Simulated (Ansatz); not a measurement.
## Electronic structure of AgBGeHSi (doublet) in real space

```xyz
5

Ag   -0.4629   -1.2463    1.1568
B     1.0266    1.2830   -0.9901
Ge    0.0642    1.3492    0.8309
Si    0.7267   -0.5654   -0.9015
H     1.4730    2.2199   -1.5863
```

Geometry: B3LYP-D3(BJ)/def2-SVP; core potentials replace the inner electrons of Ag.

These are results of isolated molecule in a Gaussian basis; Kohn-Sham density functional theory, functional PBE0 (Ansatz 0.2.0), not measurements.

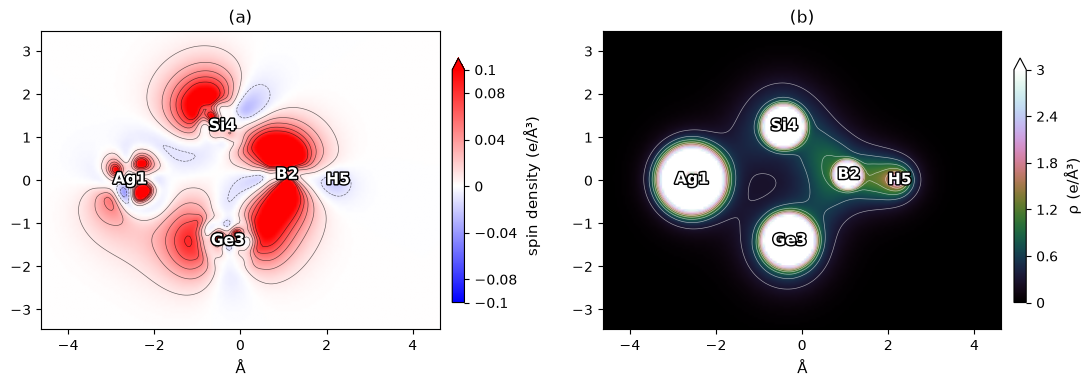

Figure 1. (a) spin density (α minus β); (b) electron density on the molecular plane.

### What do the fields say about this system?

- The plane passes through Ag, B, Ge, Si and H nuclei.
- Si–B (1.87 Å): ρ at the midpoint is about 0.79 e/Å³.
- Ge–B (2.06 Å): ρ is about 0.65 e/Å³ halfway.
- Si–Ag (2.47 Å): ρ at the midpoint is about 0.44 e/Å³.
- Si–Ge (2.67 Å): ρ is about 0.35 e/Å³ halfway.
- B–H (1.20 Å): ρ at the midpoint is about 1.2 e/Å³.
- The unpaired spin (1 electron) lies mostly on Ge3 (about 0.3), Si4 (about 0.3), B2 (about 0.3) and Ag1 (about 0.1), in electrons by Hirshfeld's partition.

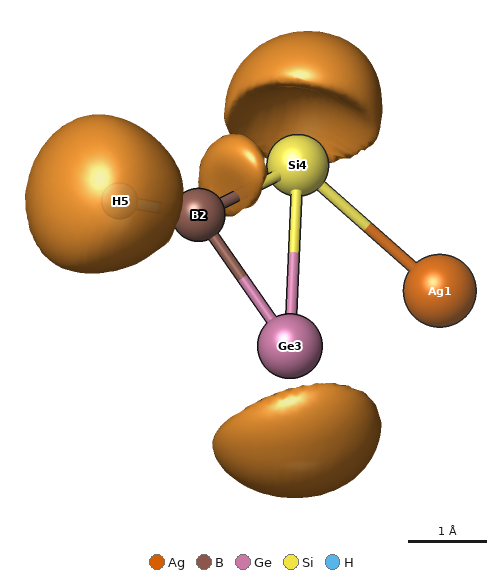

Figure 2. Isosurface of the ELF at 0.85 (orange), seen at a tilt. Core shells and regions of very low density are left out.

### Describe the localisation domains.

At this value the surface marks out one region between bonded B–Si atoms (shared pairs), one region around a hydrogen nucleus, one lobe on Ge, pointing away from the bonds (non-bonding electrons) and one lobe on Si, pointing away from the bonds (non-bonding electrons). Along the contacts the grid gives the following. Si–B (1.87 Å): the ELF peaks at about 0.90 between the atoms (a covalent bond). Ge–B (2.06 Å): the ELF peaks at about 0.80 between the atoms: localised, covalent bonding.

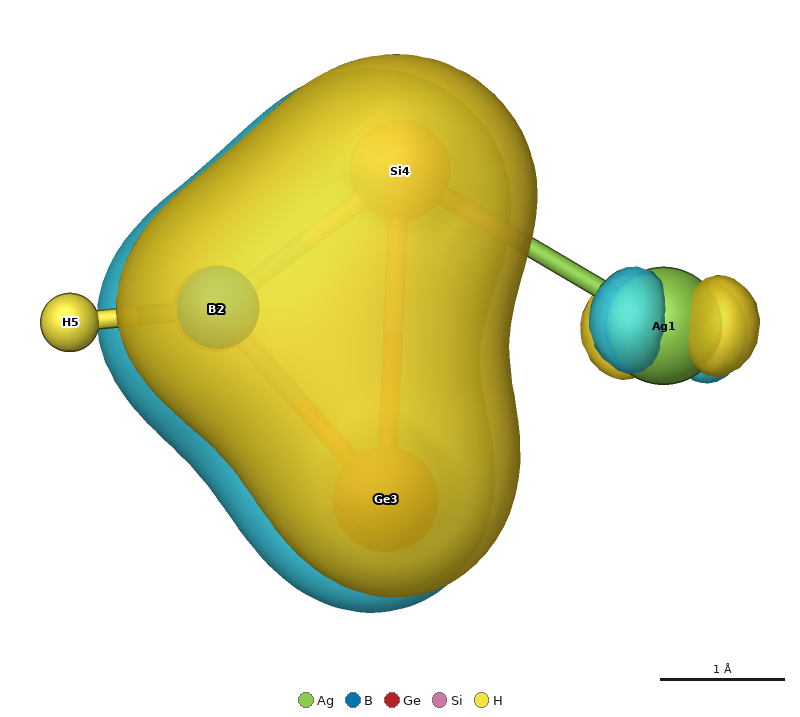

Figure 3. The HOMO−1 (β) at ±0.1 Å⁻³ᐟ² (yellow and cyan are the two phases), seen across its widest extent.

### What is the character of this orbital?

It lies mainly on Si4 (about 35 %), Ge3 (about 30 %), B2 (about 30 %) and Ag1 (about 10 %); it changes sign across the molecular plane (π type); π-bonding across B2–Ge3, B2–Si4 and Ge3–Si4. Its energy is −6.16 eV.
